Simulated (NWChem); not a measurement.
**Energy and gradient calculation, with input and output: GaAsH6**

GaAsH6, computed with M06-2X/STO-3G, RKS (NWChem 7.3.0).

The geometry comes from this level: PBE0-D4/def2-TZVP.

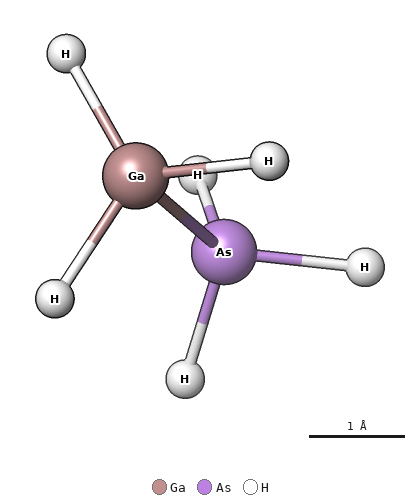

Fig. 1: The structure as given in the input (ball-and-stick view, seen at an oblique angle). Sticks mark near contacts. Bond lengths as drawn: As–Ga 2.66 Å, As–H 1.51 Å and Ga–H 1.57 Å.

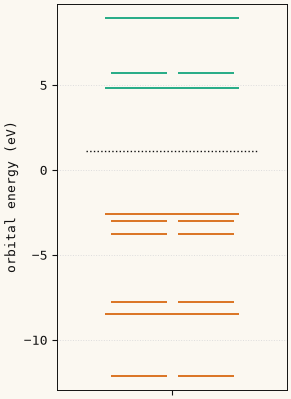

Fig. 2: Orbital energies near the frontier; the dotted line parts filled from empty levels, and levels within 0.02 eV of each other stand side by side. Highest filled −2.56 eV, lowest empty 4.83 eV, 7.39 eV apart.

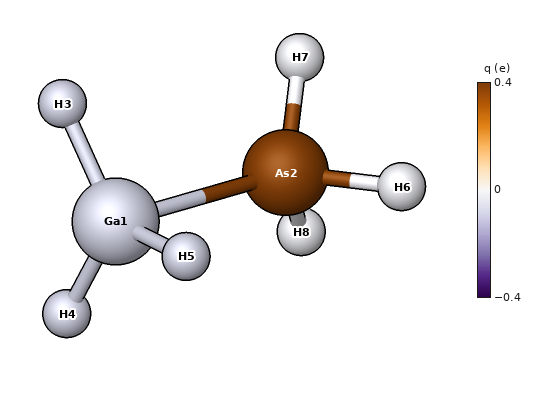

Fig. 3: Mulliken charges, as the colour of each atom (ball-and-stick view, seen at a tilt; atoms are numbered from 1 in the order of the input). By element: Ga −0.08, As +0.38 and H −0.08 to −0.02 e.

The input and output of the run follow.

The input
```python
from ase.io import read
from ase.calculators.nwchem import NWChem

molecule = read('input.xyz')

calc = NWChem(
    label='input',
    theory='dft',
    memory='2200 mb',
    basis='STO-3G',
    basispar='spherical bse',
    dft={'xc': 'm06-2x', 'mult': '1', 'grid': 'xfine', 'convergence': 'energy 1e-08', 'iterations': '100', 'mulliken': None},
)
molecule.calc = calc

forces = molecule.get_forces()
e = molecule.get_potential_energy()
print(f"E = {e:.6f} eV")
print("forces (eV/A):")
for s, f in zip(molecule.symbols, forces):
    print(f"{s:2s} {f[0]:10.5f} {f[1]:10.5f} {f[2]:10.5f}")
print("dipole (e A):", molecule.get_dipole_moment().round(4))
```

File input.xyz
```
8
AsGaH6 gradient
Ga    -0.484000     0.147800    -1.471200
As     0.365000    -0.117600     1.036000
H      0.423200    -0.988100    -2.075500
H     -1.996500    -0.166900    -1.167600
H     -0.038000     1.648300    -1.639500
H      1.005200     1.046800     1.750900
H      1.421100    -1.139300     1.379400
H     -0.603800    -0.488100     2.131900
```

File input.nwi
```
title "input"

permanent_dir input

scratch_dir input

start input

geometry units angstrom nocenter noautosym noautoz
  Ga -4.8399999999999999e-01 1.4779999999999999e-01 -1.4712000000000001e+00
  As 3.6499999999999999e-01 -1.1760000000000000e-01 1.0360000000000000e+00
  H  4.2320000000000002e-01 -9.8809999999999998e-01 -2.0754999999999999e+00
  H  -1.9964999999999999e+00 -1.6689999999999999e-01 -1.1676000000000000e+00
  H  -3.7999999999999999e-02 1.6483000000000001e+00 -1.6395000000000000e+00
  H  1.0052000000000001e+00 1.0468000000000000e+00 1.7508999999999999e+00
  H  1.4211000000000000e+00 -1.1393000000000000e+00 1.3794000000000000e+00
  H  -6.0380000000000000e-01 -4.8809999999999998e-01 2.1318999999999999e+00
end

memory 2200 mb

basis spherical bse noprint
   * library STO-3G
end

dft
  xc m06-2x
  mult 1
  grid xfine
  convergence energy 1e-08
  iterations 100
  mulliken
end

task dft gradient
```

Launched with:
```bash
export ASE_NWCHEM_COMMAND="nwchem PREFIX.nwi > PREFIX.nwo"
python run.py
```

Log
```
E = -112010.620280 eV
forces (eV/A):
Ga   -0.08423    0.02391   -0.24066
As    0.09642   -0.02828    0.29521
H    -1.92961    2.50009    1.60925
H     3.45489    0.67342   -0.41631
H    -0.90277   -3.36552    0.63691
H    -0.49905   -0.82563   -0.62504
H    -0.79463    0.74372   -0.36103
H     0.65897    0.27830   -0.89834
dipole (e A): [ 0.4006 -0.1253  1.1828]
```

Results in brief

```json
{"quantity": "outcome", "value": "converged"}
{"quantity": "total energy", "value": "−4116.314405 hartree"}
{"quantity": "basis functions", "value": "42"}
{"quantity": "largest force", "value": "3.545 eV/Å"}
{"quantity": "HOMO", "value": "−2.56 eV"}
{"quantity": "LUMO", "value": "4.83 eV"}
{"quantity": "dipole moment", "value": "6.03 D"}
{"quantity": "hardware", "value": "1 thread of AMD EPYC (Zen 5), 16 GiB of memory available, shared host"}
{"quantity": "wall time", "value": "16 s"}
{"quantity": "peak memory", "value": "0.14 GiB"}
```
